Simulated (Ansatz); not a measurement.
```xyz
4

In    0.0000    0.0001    0.0001
I     2.6564   -0.0273    0.0128
I    -1.3046    2.3142   -0.0172
I    -1.3518   -2.2870    0.0043
```

Geometry: PBE0-D4/def2-SVP; core potentials replace the inner electrons of In and I.

Computed with RKS PBE0-D4/def2-TZVP (Ansatz).

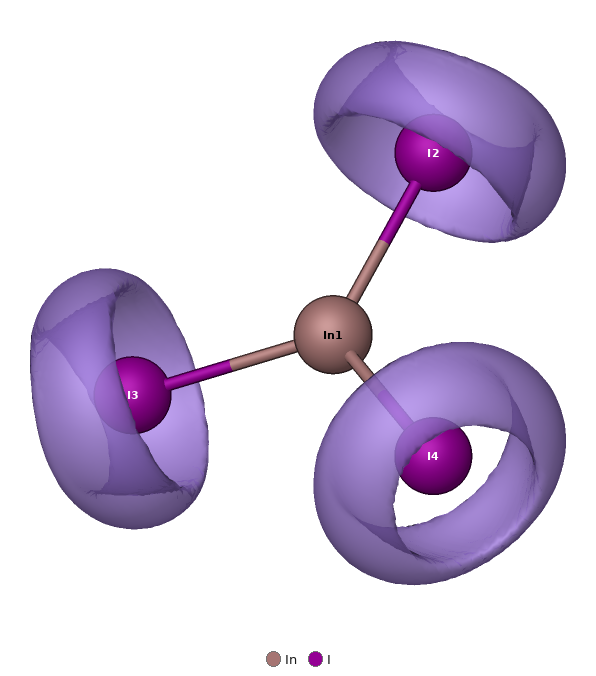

I$_{3}$In. Isosurface of the electron localisation function at 0.8 (purple), seen at an oblique angle. Core shells and regions of very low density are left out.

Where are the electrons localised?

The ELF exceeds this value in three rings or bowls of non-bonding electrons around I. Along the contacts the grid gives the following. In–I (2.66 Å): the ELF peaks at about 0.65 in the valence shell of I, 1.2 Å from its nucleus, and drops to about 0.20 between the two atoms.
